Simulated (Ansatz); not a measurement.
The figure comes from a scan of NaHF2 (space group R-3m): one F atom of a 4-atom cell moves by s along Cartesian [110], with its periodic images. These are r2SCAN (plane waves to 500 eV, PAW, scalar-relativistic; Ansatz, a quantum-chemistry and plane-wave program) values and carry that method's errors. k mesh 9×9×9 (Γ-centred), Fermi-Dirac smearing 0.05 eV. F∥ is the force on the atom along that direction. NaHF2 was relaxed with its symmetry unable to fall. 

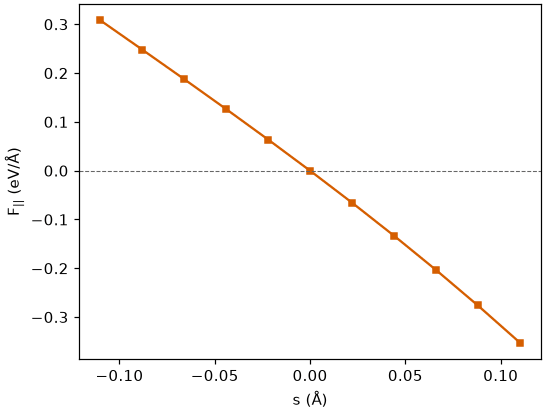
*F∥ (eV/Å) against s (Å); computed points joined by lines.*

Problem. Turn the plot into a table (rounded to what can be read).

Solution. To the nearest 0.01:

```tsv
s (Å)	F∥ (eV/Å)
-0.110	0.31
-0.088	0.25
-0.066	0.19
-0.044	0.13
-0.022	0.06
0.000	0.00
0.022	-0.07
0.044	-0.13
0.066	-0.20
0.088	-0.28
0.110	-0.35
```

(A displaced cell: forces are minus the slopes of the energy, force constants its curvatures, and phonons follow from these.)
